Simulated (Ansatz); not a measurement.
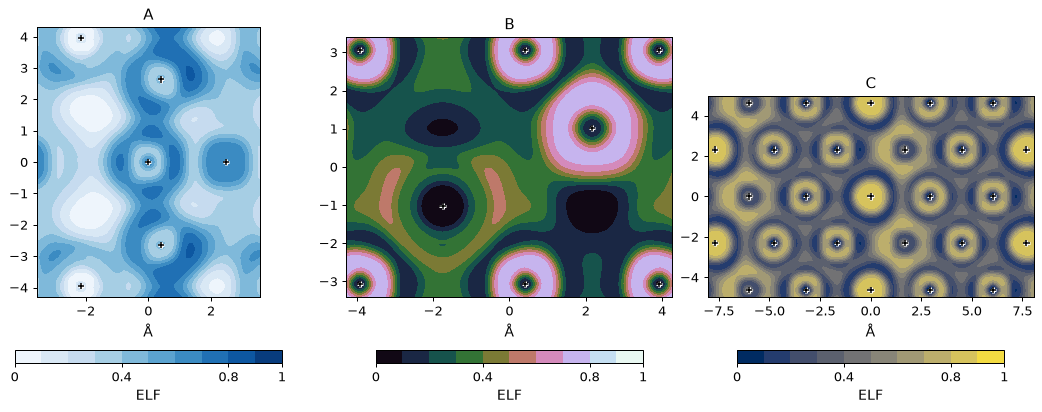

The ELF of 3 systems, each on a plane through atoms (crosses mark nuclei in the plane).

The calculation used Ansatz 0.2.0, DFT PBE, scalar-relativistic, plane waves, PAW.

System 1: HfSiW3, the (11̄0) plane of the conventional cell. Space group I4mm; a generated structure, not necessarily the stable one.

```cif
data_structure
_symmetry_space_group_name_H-M 'P 1'
_symmetry_Int_Tables_number 1
_cell_length_a 3.2728
_cell_length_b 3.2728
_cell_length_c 15.4040
_cell_angle_alpha 90.000
_cell_angle_beta 90.000
_cell_angle_gamma 90.000
_cell_volume 164.99
loop_
_atom_site_label
_atom_site_type_symbol
_atom_site_fract_x
_atom_site_fract_y
_atom_site_fract_z
_atom_site_occupancy
Hf1 Hf 0.00000 0.00000 0.00312 1
Hf2 Hf 0.50000 0.50000 0.50312 1
Si1 Si 0.50000 0.50000 0.11311 1
Si2 Si 0.00000 0.00000 0.61311 1
W1 W 0.00000 0.00000 0.39541 1
W2 W 0.50000 0.50000 0.89541 1
W3 W 0.50000 0.50000 0.29530 1
W4 W 0.00000 0.00000 0.79530 1
W5 W 0.00000 0.00000 0.19306 1
W6 W 0.50000 0.50000 0.69306 1
```

System 2: Nb2SnSe, the (110) plane of the conventional cell. Space group P-6m2; a structure from a database of computed crystals, not necessarily the ambient phase; a generated structure, not necessarily the stable one; changed on purpose from its base cell (volume × 1.10, shape and atoms relaxed); computed pressure about −10 GPa in this cell.

```
CELL_PARAMETERS angstrom
3.53651 0.00000 0.00000
-1.76826 3.06271 0.00000
0.00000 0.00000 7.83748
ATOMIC_POSITIONS crystal
Nb 0.33333 0.66667 0.72333
Nb 0.33333 0.66667 0.27667
Sn 0.66667 0.33333 0.00000
Se 0.00000 0.00000 0.50000
```

System 3: SiGe3Pt, the (010) plane of the conventional cell. Space group P3₁21; a generated structure, not necessarily the stable one.

```xyz
15
Lattice="6.4098 0.0000 0.0000 -3.2049 5.5511 0.0000 0.0000 0.0000 7.9144" Properties=species:S:1:pos:R:3 pbc="T T T"
Si    0.1337    0.2316    0.0000
Si    6.1424    0.0000    2.6381
Si   -3.0712    5.3195    5.2763
Ge    3.9995    0.0000    6.5953
Ge   -0.7655    4.4343    4.9417
Ge    2.4394    1.1168    0.3345
Ge   -1.9997    3.4637    1.3191
Ge    4.2229    1.5542    2.9726
Ge   -0.2525    2.6710    7.5799
Ge    1.2052    2.0874    3.9572
Ge    2.9524    2.8801    5.6107
Ge    1.0180    3.9969    2.3036
Pt    2.1004    3.6380    0.0000
Pt    2.2090    0.0000    2.6381
Pt   -1.1045    1.9131    5.2763
```

Match each panel to its system.

Panel A is system 3, SiGe3Pt: the plane holds Si, Ge and Pt. Si–Pt (2.48 Å): the ELF peaks at about 0.75 in the valence shell of Si, 0.9 Å from its nucleus, and is about 0.45 at the midpoint. Panel B is system 2, Nb2SnSe: the plane holds Nb, Sn and Se. Nb–Se (2.69 Å): the ELF is about 0.35 at the midpoint. Panel C is system 1, HfSiW3: the plane holds Hf, Si and W. Si–W (2.62 Å): the ELF peaks at about 0.70 in the valence shell of Si, 0.9 Å from its nucleus, and is about 0.40 at the midpoint.
